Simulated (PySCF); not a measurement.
## A study: CH2NO, doublet, SMILES `[NH]C=O`

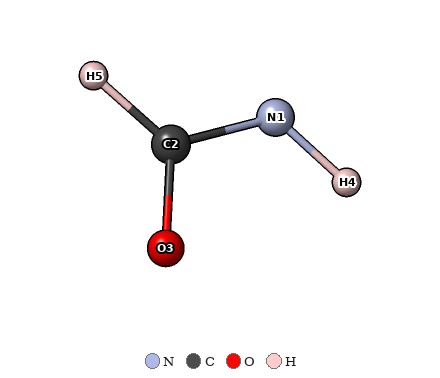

The molecule, with its atoms numbered as below. No frequency check shows the geometry to be a minimum.

Geometry (Å), atoms numbered from 1:

```
N1      -1.1004    0.1110    0.0000
C2       0.0592   -0.4525    0.0000
O3       1.0459    0.2945    0.0000
H4      -1.1328    1.1244    0.0000
H5       0.1133   -1.5421    0.0000
```

## 1. Bonding charge

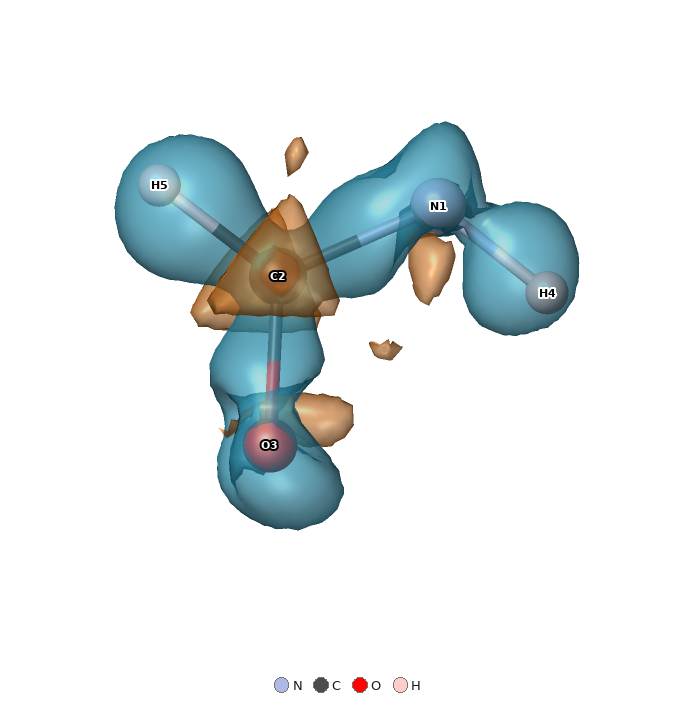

Deformation density (molecule less spherical, spin-averaged free atoms at the same positions), surfaces at ±0.1 e/Å³; light blue: gain, orange: loss.

Computed with PySCF, r2SCAN/cc-pVDZ, geometry: GFN2-xTB. The stability of the open-shell solution wasn't checked. GFN2-xTB doesn't know the spin state, so this open-shell geometry is rough.

Describe the bonding that the map shows.

Answer. N1–H4: +0.74 e/Å³ at the bond critical point (bond length 1.01 Å, Mayer order 0.9). C2–H5: +0.73 e/Å³ at the bond critical point (bond length 1.09 Å, Mayer order 0.9). N1–C2: +0.45 e/Å³ at the bond critical point (bond length 1.29 Å, Mayer order 1.7). C2–O3: +0.41 e/Å³ at the bond critical point (bond length 1.24 Å, Mayer order 1.7). In all, 1.0 electrons gather in the regions of gain relative to the promolecule.

Where do the Hirshfeld charges lie?

Answer. The highest Hirshfeld charge is on H4 (+0.12 e), the lowest on N1 (−0.17 e).

| atom | charge (e) |
| --- | --- |
| N1 | −0.17 |
| C2 | +0.12 |
| O3 | −0.14 |
| H4 | +0.12 |
| H5 | +0.07 |

## 2. Bond critical points

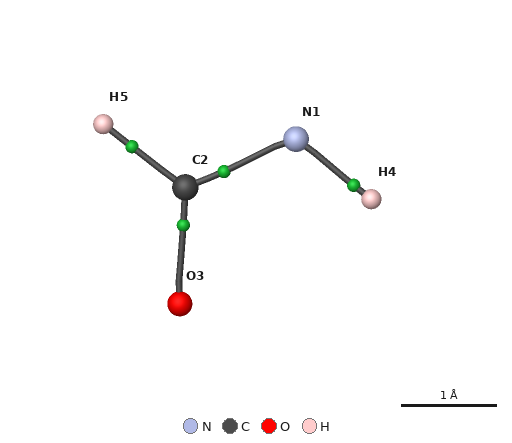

Molecular graph of the electron density (QTAIM): bond paths, bond critical points (green), ring points (magenta, if any); weak paths are dashed.

How many critical points of each kind are there, and does the count close?

Answer. 5 nuclei, 4 bond, 0 ring and 0 cage critical points: 5 − 4 + 0 − 0 = 1, as the Poincaré–Hopf relation requires.

What does the calculation give at each kind of bond critical point?

Answer.
```tsv
bond	length (Å)	ρ (a.u.)	∇²ρ (a.u.)	ε	H (a.u.)
C2–O3	1.238	0.374	+0.43	0.02	−0.621
N1–C2	1.289	0.358	−0.89	0.15	−0.633
N1–H4	1.014	0.324	−1.47	0.02	−0.419
C2–H5	1.091	0.283	−1.09	0.03	−0.307
```

What kind of interaction is C2–H5?

Answer. Shared-shell (covalent): ρ = 0.283, ∇²ρ = −1.09, H = −0.307 a.u.

## 3. Local ionisation energy

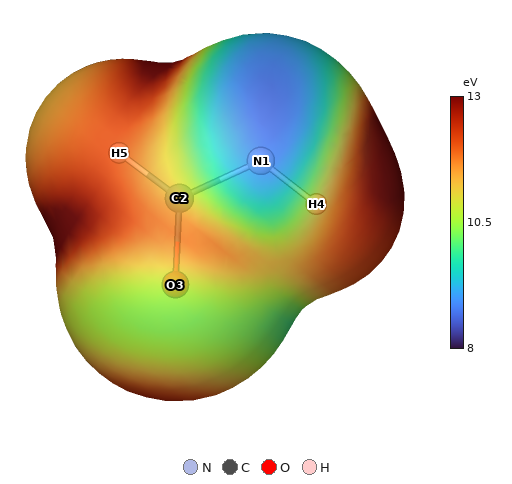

Average local ionisation energy on the surface of electron density 0.001 a.u.

Locate the minima of the map.

Answer. The lowest value is 8.6 eV, off the molecular plane, over N1 (1.9 Å), and at like points elsewhere. Further minima include 10.0 eV, about equally far (1.8 Å) from O3 and H4; 11.3 eV, 1.3 Å from H5. For comparison, the highest occupied orbital lies at −6.5 eV.

What volume does the surface enclose, and what is the dipole moment?

Answer. About 55 Å³; the dipole moment is 0.7 D.

## 4. Spin density

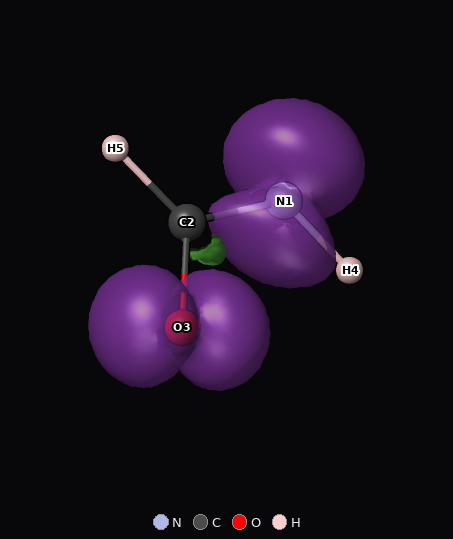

Spin density ρα − ρβ at ±0.05 e/Å³ (purple: excess α, green: excess β).

Where is the unpaired spin?

Answer. Hirshfeld spin populations: O3 +0.49 and N1 +0.46. ⟨S²⟩ = 0.76, as for a pure state.

## 5. In an electric field

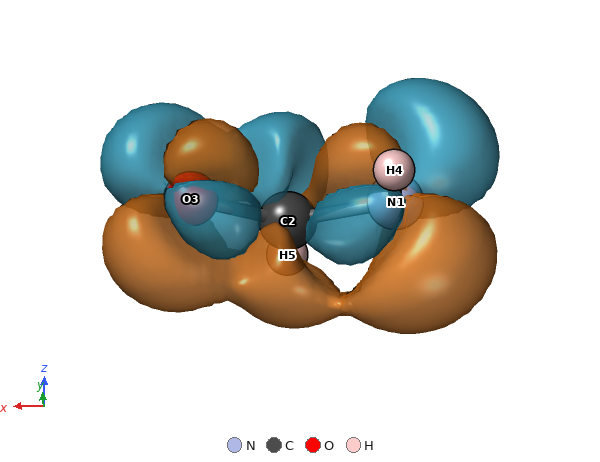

Change of the electron density in a uniform field of 0.51 V/Å, surfaces at ±0.004 e/Å³ (light blue: gain, orange: loss).

Computed with PySCF, BP86/6-31+G*, geometry: GFN2-xTB. The basis has diffuse s and p functions alone, which still leaves polarisabilities too small, most of all across bonds. The stability of the open-shell solution wasn't checked. GFN2-xTB doesn't know the spin state, so this open-shell geometry is rough.

Along which Cartesian direction does the field point?

Answer. Along −z: electrons gather on the +z side, against the field.

How large is the response?

Answer. The induced dipole is 0.46 D (along the field); α along this axis, from the fields in both directions, is 18 bohr³ (2.7 Å³).

Which atoms gain and lose the most charge?

Answer. Hardly any: no atom's Hirshfeld charge changes by as much as 0.002 e. The density shifts from one side of each atom to the other; 0.093 electrons are displaced in all.
